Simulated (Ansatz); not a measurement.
# [PH4]+ (SMILES [PH4+]) at 6 levels

Wanted: a comparison of 6 runs (HF/6-31G, B2PLYP/6-31G, HSE06/3-21G, revPBE/6-31G, MP2/3-21G, UCCSD(T)/6-31G) of [PH4]+. 

Program for the calculation: Ansatz 0.2.0.

### Step 1. The molecule

The species is [PH4]+ (5 atoms), meant as a singlet with charge +1. As SMILES, `[PH4+]`. The H3–P1 distance was set to 2.063 Å, away from the relaxed value. At this shape a bond of the SMILES string is far longer than usual.

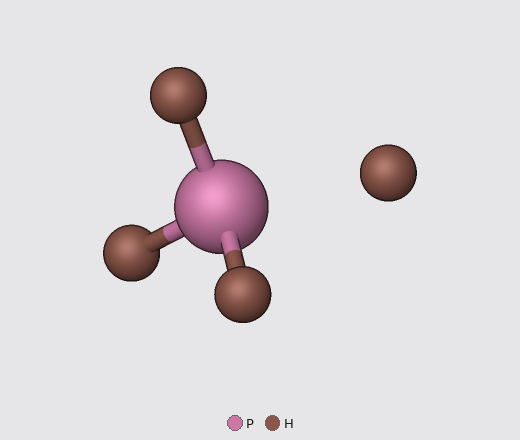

Viewed from a chosen angle; phosphorus pink, hydrogen brown.

### Step 2. A single-point energy at HF/6-31G (run 1)

File in.yaml:

```yaml
basis:
  gaussian:
    orbitals: 6-31G
crystal:
  periodic: [false, false, false]
  atoms:
    - {symbol: P, position_ang: [0.308622, 0.508011, -0.345421]}
    - {symbol: H, position_ang: [1.666102, 0.446681, -0.135021]}
    - {symbol: H, position_ang: [-0.617320, -1.016050, 0.691010]}
    - {symbol: H, position_ang: [0.046782, 0.374261, -1.688811]}
    - {symbol: H, position_ang: [-0.169608, 1.719151, 0.096359]}
accuracy: high
hamiltonian:
  xc: hf
total_charge: 1
```

Launch:

```bash
ansatz run in.yaml --threads 1 --pin off --max-ram 2610MiB --events-out events.jsonl --progress --plain --runs-dir runs
```

What it wrote:

```text
Warning: RAYON_NUM_THREADS=1 ignored (pool sized by the plan → 1); use --threads N
Functional definition: HF
  name "HF"
  exchange = exact_x
  correlation = 0
472 factors; integrals over basis functions are off by at most 2.8e-9 eV
mean field evaluation 1: about -9322.3421 eV, gradient 1.1e1 eV
mean field evaluation 2: about -9322.3424 eV, gradient 1.1e1 eV
mean field evaluation 4: about -9323.0213 eV, gradient 7.7e-1 eV
mean field evaluation 8: about -9323.0256 eV, gradient 5.7e-7 eV
mean field -9323.02556240 eV, -342.6148700446 hartree, gradient 7.2e-8 eV, S^2 0.000000; 0 other end points of the search recorded, 0 dependent functions left out
reference -9323.02556240 eV, -342.6148700446 hartree; 9, 9 occupied and 12, 12 virtual orbitals, 472 factors
Total energy: -9323.02556240 eV, -342.6148700446 hartree
```

Wall time 0.2 s (1 thread of AMD EPYC 7R43 (Zen 3), shared host).

### Step 3. A single-point energy at B2PLYP/6-31G (run 2)

File job.yaml:

```yaml
crystal:
  periodic: [false, false, false]
  atoms:
    - {symbol: P, position_ang: [0.308622, 0.508011, -0.345421]}
    - {symbol: H, position_ang: [1.666102, 0.446681, -0.135021]}
    - {symbol: H, position_ang: [-0.617320, -1.016050, 0.691010]}
    - {symbol: H, position_ang: [0.046782, 0.374261, -1.688811]}
    - {symbol: H, position_ang: [-0.169608, 1.719151, 0.096359]}
basis:
  gaussian:
    orbitals: 6-31G
total_charge: 1
hamiltonian:
  xc: {name: B2PLYP}
correlation:
  frozen_orbitals: {H: 0, P: 5}
accuracy: high
```

Launch:

```bash
ansatz run job.yaml --threads 1 --pin off --max-ram 2610MiB --events-out events.jsonl --progress --plain --runs-dir runs
```

What it wrote:

```text
Warning: RAYON_NUM_THREADS=1 ignored (pool sized by the plan → 1); use --threads N
Functional definition: B2PLYP
  name "B2PLYP"
  parameter a = 0.53
  parameter c = 0.27
  exchange = (1 - a)*b88_x + a*exact_x
  correlation = (1 - c)*lyp_c + c*(mp2_os + mp2_ss)
472 factors; integrals over basis functions are off by at most 2.8e-9 eV
mean field evaluation 1: about -9335.3349 eV, gradient 1.5e1 eV
mean field evaluation 2: about -9335.3315 eV, gradient 1.5e1 eV
mean field evaluation 4: about -9336.5489 eV, gradient 4.0e-1 eV
mean field evaluation 8: about -9336.5498 eV, gradient 7.3e-4 eV
mean field -9336.54978176 eV, -343.1118759390 hartree, gradient 6.3e-8 eV, S^2 0.000000; 0 other end points of the search recorded, 0 dependent functions left out
5 core orbitals not correlated: weight in the atoms' cores, before any rotation towards them, 1.000 or more for the frozen orbitals, at most 0.000 for the correlated occupied ones
reference -9336.54980177 eV, -343.1118766743 hartree; 4, 4 occupied and 12, 12 virtual orbitals, 472 factors
second order -2.69331741 eV of doubles, -0.00000000 eV of singles
Total energy: -9337.27699747 eV, -343.1386006233 hartree
```

Wall time 0.97 s (1 thread of AMD EPYC 7R43 (Zen 3), shared host); peak memory 0.1 GiB.

Runs 3 to 5 aren't shown in full; the table further down has their settings and results.

### Step 4. A single-point energy at UCCSD(T)/6-31G (run 6)

File input.yaml:

```yaml
basis:
  gaussian: {orbitals: 6-31G}
crystal:
  periodic: [false, false, false]
  atoms:
    - {symbol: P, position_ang: [0.308622, 0.508011, -0.345421]}
    - {symbol: H, position_ang: [1.666102, 0.446681, -0.135021]}
    - {symbol: H, position_ang: [-0.617320, -1.016050, 0.691010]}
    - {symbol: H, position_ang: [0.046782, 0.374261, -1.688811]}
    - {symbol: H, position_ang: [-0.169608, 1.719151, 0.096359]}
total_charge: 1
magnetization: {spin_polarized: true, initial_magnetization: 0}
correlation: {method: ccsd_t, frozen_orbitals: {H: 0, P: 5}}
accuracy: high
scf: {omitted_lower_state_checks: [cluster_reference, increment]}
```

Launch:

```bash
ansatz run input.yaml --threads 1 --pin off --max-ram 2610MiB --events-out events.jsonl --progress --plain --runs-dir runs
```

What it wrote, shortened:

```text
Warning: RAYON_NUM_THREADS=1 ignored (pool sized by the plan → 1); use --threads N
Functional definition: HF
  name "HF"
[...]
472 factors; integrals over basis functions are off by at most 2.8e-9 eV
[...]
mean field -9323.08798681 eV, -342.6171640991 hartree, gradient 1.0e-8 eV, S^2 0.247839; 2 other end points of the search recorded, 0 dependent functions left out
5 core orbitals not correlated: weight in the atoms' cores, before any rotation towards them, 1.000 or more for the frozen orbitals, at most 0.000 for the correlated occupied ones
reference -9323.08798681 eV, -342.6171640991 hartree; 4, 4 occupied and 12, 12 virtual orbitals, 472 factors
second order -1.80468217 eV of doubles, -0.00000000 eV of singles
cycle   1  -2.27217609 eV  change   -4.7e-1 eV  update   7.3e-2
[...]
cycle  22  -2.87012585 eV  change  -1.7e-10 eV  update  7.2e-10
perturbative correction -0.03796151 eV, -0.0013950596 hartree
Total energy: -9325.99607416 eV, -342.7240343382 hartree
Checks for a lower state left out: cluster_reference, increment
```

It took 0.42 s on 1 thread of AMD EPYC 7R43 (Zen 3), shared host.

### Step 5. Overview of the runs

```
run           level  frozen core orbitals  energy (Eh)  wall time
  1        HF/6-31G                     –  -342.614870      0.2 s
  2    B2PLYP/6-31G                     5  -343.138601     0.97 s
  3     HSE06/3-21G                     –  -341.454833     0.87 s
  4    revPBE/6-31G                     –  -343.255953     0.75 s
  5       MP2/3-21G                     5  -340.999694     0.14 s
  6  UCCSD(T)/6-31G                     5  -342.724034     0.42 s
```

### Step 6. Results

| quantity | value |
| --- | --- |
| run 6: total energy | -342.72403 Eh |
| run 6: correlation energy (5 core orbitals frozen) | -106.9 mEh |
| run 6: (T) correction | -1.40 mEh |
| run 6: ⟨S²⟩ of the reference determinant | 0.248 |
| run 6: T1 diagnostic | 0.069 |

In words: Totals of different functionals can't be ranked against each other. In run 5 the log says that unrestricted orbitals would lower the reference, so the values rest on an unstable closed-shell determinant (other closed-shell runs at this shape may share the fault). Spin contamination of the reference: run 6 ⟨S²⟩ = 0.25. All runs together took 3.4 s, the longest 0.97 s.
